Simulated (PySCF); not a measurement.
# F2OSe: the cost of one run

Computed with PySCF 2.14.0 and routines of our own; the level stands in each step. Atoms count from 0.

### Step 1. The starting structure

4 atoms, charge 0, multiplicity 1; geometry from: GFN2-xTB.

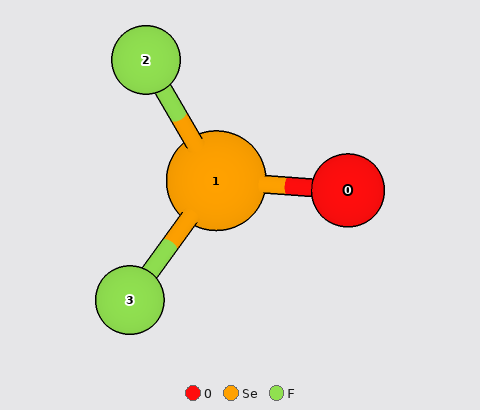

The starting geometry (oxygen red, selenium orange, fluorine green).

### Step 2. Relaxing the molecule at PBE0-D3(BJ)/def2-SVP

Job settings and geometry (Å):

```
{"job": {"xc": "PBE0", "basis": "def2-SVP", "d3": "d3bj", "grid": 1, "maxiter": 30, "shake": 0.01, "kind": "geom"}, "charge": 0, "multiplicity": 1}
O     -0.213220     1.418860    -0.203600
Se    -0.031740     0.169300     0.603080
F      1.393720    -0.599830    -0.218120
F     -1.110760    -1.013700    -0.214370
```

On the command line:

```console
$ OMP_NUM_THREADS=1 python heavy_run.py task.json out
```

This one command runs all jobs of the session in turn.

**Question.** How long does this first job take on 1 thread of Arm Neoverse N1, shared host, and how much memory does it need?

About 15 s, with a peak of 0.32 GiB.
